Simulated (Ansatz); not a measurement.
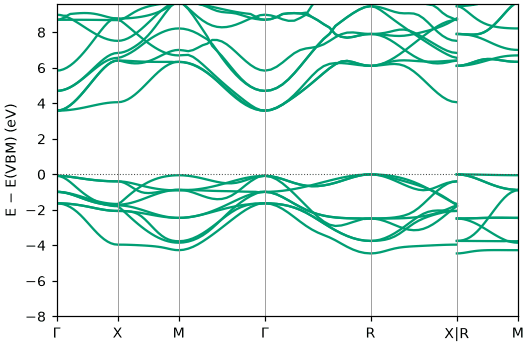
*Band structure from PBEsol in the plane-wave PAW code Ansatz*

Task: Read off the gap and where the band edges lie.

Result: About 3.6 eV (3.59 eV by a search for the band edges); maximum at R, minimum at Γ.

Task: Which of these materials gives this?
A. BaHfO3, cubic perovskite
B. KTaO3, cubic perovskite
C. MgO, CsCl type
D. BaTiO3, cubic perovskite

Result: A, BaHfO3, cubic perovskite

Space group Pm-3m (cubic perovskite). The cell was relaxed with PBEsol under the symmetry of its start. The run is not spin-polarised. Scalar-relativistic: spin–orbit coupling is off unless named, which matters more the heavier the elements.

Potentials: the earlier of the program's two PAW sets. The files were generated under PBE; for other functionals the program regenerates the frozen cores, and for LDA and PBEsol the local potential too.
